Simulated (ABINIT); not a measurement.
# GaAs (F-43m): G0W0 in ABINIT against the bands in the self-energy, part 2 of 2

Aim: move the bands in the self-energy of a G0W0 run on GaAs (F-43m) over a wide range.

ABINIT 10.8.3; PBE and many-body steps on it, plane waves. Known limits of the many-body steps: not at the basis limit; exchange with frozen shells missing; screening runs away on this mesh; no spin-orbit coupling; coarse k mesh.

So far. Step 2 (Screening, 4×4×4 mesh, 304 bands, screening to 272.1 eV): Local fields lower ε∞ by 6 %. The value itself is an artefact of the mesh, where one narrow direct gap carries too much weight.

## 6. 87 bands

Level of this step: G0W0 on PBE, plane waves, norm-conserving pseudopotentials (ABINIT).

The self-energy is evaluated for the states that the input lists, and the levels follow from it, in one-shot runs by the linearised quasiparticle equation.

run.abi reads:

```
acell 3*1.0 Angstrom
rprim 
  0.000000000000 2.826850000000 2.826850000000
  2.826850000000 0.000000000000 2.826850000000
  2.826850000000 2.826850000000 -0.000000000000
ntypat 2
znucl 31 33
natom 2
typat 1 2
xred 
  0.000000000000 0.000000000000 0.000000000000
  0.250000000000 0.250000000000 0.250000000000
pp_dirpath "pseudos"
pseudos "Ga.upf, As.upf"
ecut 38
ngkpt 4 4 4
nshiftk 1
shiftk 0 0 0
kptopt 1
chksymbreak 0
istwfk *1
occopt 1
irdwfk 1
optdriver 4
nband 87
gwcalctyp 0
ecutsigx 38
symsigma 1
nkptgw 1
kptgw 
  0.0000000000 0.0000000000 0.0000000000
bdgw 
  12 18
ecuteps 10
irdscr 1
ppmodel 1
indata_prefix "in"
outdata_prefix "out"
tmpdata_prefix "tmp"
```

Launch:

```bash
$ OMP_NUM_THREADS=1 mpirun -n 8 abinit run.abi > log
```

What it wrote:

```text
.Version 10.8.3 of ABINIT. v10.8.2 released Aug 2026.

 Symmetries : space group F-4 3 m (#216); Bravais cF (face-center cubic)
[... echo of the input left out ...]
== DATASET  1 ==================================================================
-   mpi_nproc: 8, omp_nthreads: 1 (-1 if OMP is not activated)

--- !DatasetInfo
iteration_state: {dtset: 1, }
dimensions: {natom: 2, nkpt: 8, mband: 87, nsppol: 1, nspinor: 1, nspden: 1, mpw: 3479, }
cutoff_energies: {ecut:  38.0, pawecutdg:  -1.0, }
[...]
16   7.763 -10.841  -6.854  -4.132   0.800  -0.249 -10.957  -0.116   7.647
       17   7.763 -10.841  -6.854  -4.132   0.800  -0.249 -10.957  -0.116   7.647
       18   7.763 -10.841  -6.854  -4.132   0.800  -0.249 -10.957  -0.116   7.647

== END DATASET(S) ==============================================================
================================================================================

 -outvars: echo values of variables after computation  --------
           etotal      0.0000000000E+00
            nband          87
             nkpt           8
          spgroup         216
 [... the other variables as echoed above ...]

 Calculation completed.
```

The job ended after 11 s (8 MPI ranks of Intel Xeon Platinum 8259CL at 2.50GHz (Skylake/Cascade Lake), shared host; peak memory 1.9 GiB).

This step gave:

```
G0W0 gap on the points computed              : 1.099 eV
starting gap on the mesh                     : 0.5137 eV
k of the valence top                         : 0, 0, 0
k of the conduction bottom                   : 0, 0, 0
least direct G0W0 gap on the computed points : 1.099 eV
```

The gap on the mesh goes from 0.51 eV to 1.10 eV, a correction of +0.59 eV.

## 7. 183 bands

Changes to run.abi since step 6:

```diff
@@ -24,3 +24,3 @@
 optdriver 4
-nband 87
+nband 183
 gwcalctyp 0
```

What it wrote:

```text
.Version 10.8.3 of ABINIT. v10.8.2 released Aug 2026.

 Symmetries : space group F-4 3 m (#216); Bravais cF (face-center cubic)
[... echo of the input left out ...]
== DATASET  1 ==================================================================
-   mpi_nproc: 8, omp_nthreads: 1 (-1 if OMP is not activated)

--- !DatasetInfo
iteration_state: {dtset: 1, }
dimensions: {natom: 2, nkpt: 8, mband: 183, nsppol: 1, nspinor: 1, nspden: 1, mpw: 3479, }
cutoff_energies: {ecut:  38.0, pawecutdg:  -1.0, }
[...]
16   7.763 -10.841  -6.854  -4.288   0.800  -0.251 -11.081  -0.240   7.522
       17   7.763 -10.841  -6.854  -4.288   0.800  -0.251 -11.081  -0.240   7.522
       18   7.763 -10.841  -6.854  -4.288   0.800  -0.251 -11.081  -0.240   7.522

== END DATASET(S) ==============================================================
================================================================================

 -outvars: echo values of variables after computation  --------
           etotal      0.0000000000E+00
            nband         183
             nkpt           8
          spgroup         216
 [... the other variables as echoed above ...]

 Calculation completed.
```

Elapsed: 21 s, on 8 MPI ranks; peak memory 2.3 GiB; 2.7 min of CPU time.

Numbers from this step:

- G0W0 gap on the points computed: 1.066 eV
- starting gap on the mesh: 0.5137 eV
- k of the valence top: 0, 0, 0
- k of the conduction bottom: 0, 0, 0
- least direct G0W0 gap on the computed points: 1.066 eV

Against the run before, the gap moves by −0.033 eV.

## 8. 304 bands

Changes to run.abi since step 7:

```diff
@@ -24,3 +24,3 @@
 optdriver 4
-nband 183
+nband 304
 gwcalctyp 0
```

What it wrote:

```text
.Version 10.8.3 of ABINIT. v10.8.2 released Aug 2026.

 Symmetries : space group F-4 3 m (#216); Bravais cF (face-center cubic)
[... echo of the input left out ...]
== DATASET  1 ==================================================================
-   mpi_nproc: 8, omp_nthreads: 1 (-1 if OMP is not activated)

--- !DatasetInfo
iteration_state: {dtset: 1, }
dimensions: {natom: 2, nkpt: 8, mband: 304, nsppol: 1, nspinor: 1, nspden: 1, mpw: 3479, }
cutoff_energies: {ecut:  38.0, pawecutdg:  -1.0, }
[...]
16   7.763 -10.841  -6.854  -4.335   0.799  -0.251 -11.119  -0.279   7.484
       17   7.763 -10.841  -6.854  -4.335   0.799  -0.251 -11.119  -0.279   7.484
       18   7.763 -10.841  -6.854  -4.335   0.799  -0.251 -11.119  -0.279   7.484

== END DATASET(S) ==============================================================
================================================================================

 -outvars: echo values of variables after computation  --------
           etotal      0.0000000000E+00
            nband         304
             nkpt           8
          spgroup         216
 [... the other variables as echoed above ...]

 Calculation completed.
```

It took 30 s on 8 MPI ranks; peak memory 2.8 GiB; 3.9 min of CPU time.

Numbers from this step:

* G0W0 gap on the points computed: 1.067 eV
* starting gap on the mesh: 0.5137 eV
* k of the valence top: 0, 0, 0
* k of the conduction bottom: 0, 0, 0
* least direct G0W0 gap on the computed points: 1.067 eV

Against the run before, the gap moves by +0.001 eV.

## 9. Side by side

Times are wall times on 8 MPI ranks of Intel Xeon Platinum 8259CL at 2.50GHz (Skylake/Cascade Lake), shared host, good to a factor of about two. A run's time includes the screening step that it read.

| run | mesh | bands | screening cutoff (eV) | DFT gap (eV) | gap on the mesh (eV) | direct (eV) | ε∞ used | time |
| --- | --- | --- | --- | --- | --- | --- | --- | --- |
| 22 bands | 4×4×4 | 22 | 272.1 | 0.514 | 1.083 | 1.083 | 139.56 | 2.3 min |
| 23 bands | 4×4×4 | 23 | 272.1 | 0.514 | 1.131 | 1.131 | 139.56 | 2.3 min |
| 39 bands | 4×4×4 | 39 | 272.1 | 0.514 | 1.154 | 1.154 | 139.56 | 2.4 min |
| 87 bands | 4×4×4 | 87 | 272.1 | 0.514 | 1.099 | 1.099 | 139.56 | 2.4 min |
| 183 bands | 4×4×4 | 183 | 272.1 | 0.514 | 1.066 | 1.066 | 139.56 | 2.6 min |
| 304 bands | 4×4×4 | 304 | 272.1 | 0.514 | 1.067 | 1.067 | 139.56 | 2.7 min |

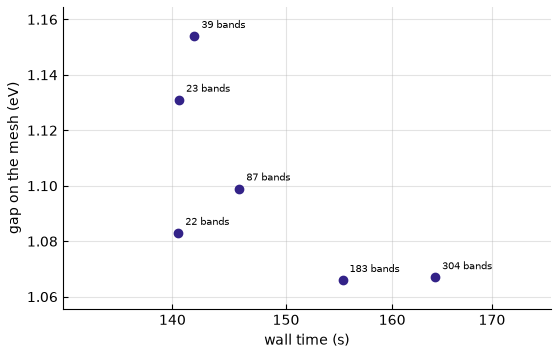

Result against wall time.

## 10. Outcome

```json
{
 "22 bands": "1.083 eV",
 "23 bands": "1.131 eV",
 "39 bands": "1.154 eV",
 "87 bands": "1.099 eV",
 "183 bands": "1.066 eV",
 "304 bands": "1.067 eV",
 "known limits": "not at the basis limit; exchange with frozen shells missing; screening runs away on this mesh; no spin-orbit coupling; coarse k mesh"
}
```

**Reading.** The setting moved: bands in the self-energy. From 22 bands to 304 bands the gap moves by −0.02 eV, not steadily: it passes through 1.15 eV. It holds to 0.03 eV from 183 bands on. Bands and screening cutoff are coupled, so a series along one setting does not show full convergence. Bands and cutoff are finite, so the gap is not at the basis limit. The miss can reach some tenths of an eV and take either sign; the mesh is an error of its own. In the G0W0 runs levels were corrected at 1 k point alone, so a gap called «on the mesh» is the least over those, and an edge elsewhere would be missed. The 4×4×4 mesh is coarse for this cell, which bears on the long-range parts of exchange and screening. The norm-conserving file of at least one element keeps a d shell over frozen s and p shells of the same row. Exchange with those shells is missing from the self-energy, an error of 0.3 to 0.9 eV in cases checked, whose sign depends on which edge lies on those atoms. For the PBE start: On this mesh the RPA ε∞ passes 90, more than nearly any semiconductor shows; a coarse mesh does this where one point with a narrow direct gap carries much weight. The screening is then too strong, and the G0W0 gap should not be taken as the material's. The many-body steps are scalar-relativistic: spin-orbit coupling is not in them.

[Paths, hosts, dates, memory and timing lines, banners, echoed tables and standing remarks are left out of the program output.]

[Logs are printed without paths, hosts, clocks, repeated set-up lines and the standing remarks that a program may print on its own settings, such as how far it seeks lower states.]

[Runs of the session that timed out or met a known fault of the program may be left out.]

[Hosts, paths, dates, database ids (printed as entryN), source tags and the programs' standing remarks are cut or masked in the printed files.]

[G0W0 gaps are taken among the corrected bands and points alone; a level outside them can change the order at an edge.]

[Where Ansatz stands beside ABINIT at settings called matched, ABINIT's density can come from a denser mesh and the files from another edition; pairs whose starting gaps differed by over 0.03 eV were left out, so agreement reads better than it is.]
